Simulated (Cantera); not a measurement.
Feed: 1 mol TiO₂, 0.16 mol Al₂O₃, 4.8 mol O₂, at 1 atm.

Method: chemical equilibrium by Gibbs-energy minimisation in Cantera with the NASA 1993 tables (ideal gas, pure condensed phases). Candidate condensed phases: Al, Al₂O₃, Ti, TiO, TiO₂, Ti₂O₃, Ti₃O₅, Ti₄O₇; 12 gas species. Mutual solubility and eutectic melting of coexisting phases are not modelled. Condensed phases not in the tables: mixed aluminates and titanates, alloys, solid solutions and most ternary compounds. Rates play no part.

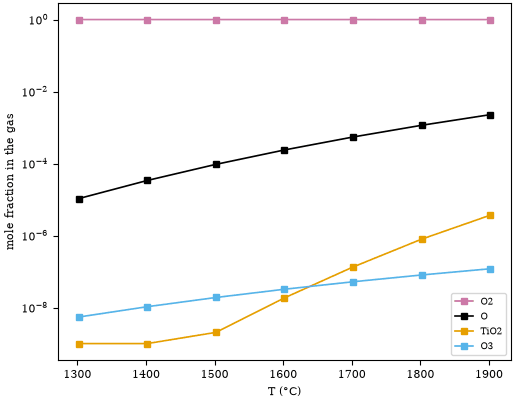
*Equilibrium gas composition (values under 1e-9 drawn at 1e-9)*

From 1302 °C to 1802 °C the condensed part is Al₂O₃(s) + TiO₂(rutile). At 1902 °C the condensed part is Al₂O₃(s) + TiO₂(l).
